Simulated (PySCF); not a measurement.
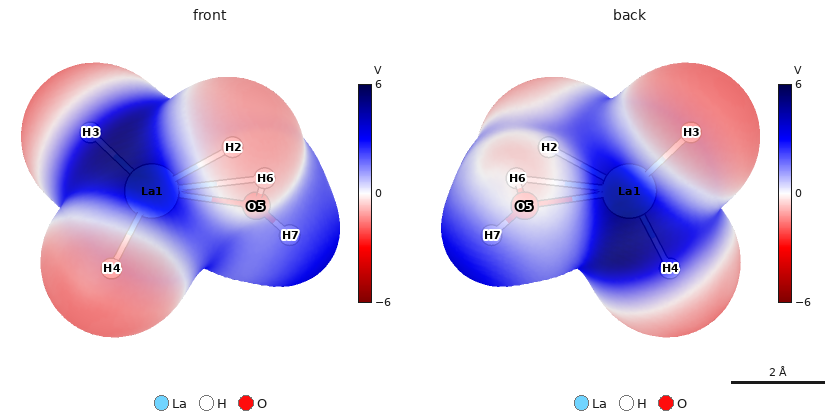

Figure. H$_{5}$LaO (La(H)3(H2O)). The electrostatic potential painted on the density surface at 0.002 e/bohr³, seen from the front and from behind; the colour scale runs from red (negative) to blue (positive).

Core potentials replace the inner electrons of La.

Method: RKS PBE0, La lcecp-1-SVP with ECP46, H def2-SVP, O def2-SVP; non-relativistic Hamiltonian with scalar-relativistic core potentials where named; density fitting (PySCF 2.14.0).

Input file:

```
mol = gto.M(atom='''
La     0.04822    -0.30601    -0.02219
H      0.36859     1.86089     0.29397
H     -0.91843    -1.38638     1.53422
H      1.53097    -1.36708    -1.12695
O     -1.34469     1.33034    -1.27968
H     -0.73908     1.92659    -0.71185
H     -1.42954     1.74683    -2.14476''',
    basis={'La': 'lcecp-1-SVP', 'H': 'def2-SVP', 'O': 'def2-SVP'},
    ecp={'La': 'lcecp-1-SVP'},
    charge=0, spin=0)
mf = dft.RKS(mol, xc='PBE0')
mf.grids.atom_grid = (75, 302)  # f atoms: at least (60, 302), unpruned
mf = mf.density_fit()  # La AutoAux, H def2-universal-JKFIT, O def2-universal-JKFIT
mf.conv_tol = 1e-09; mf.max_cycle = 55
mf.kernel(dm0)
```

Run with:

```sh
OMP_NUM_THREADS=2 python run.py
```

### Describe the electrostatic potential map.

The most negative region (about −1.6 V) lies over H3 and H4, the most positive (about +5.2 V) over La1.

### What dipole moment does the calculation give?

Its dipole moment is 3.79 D.
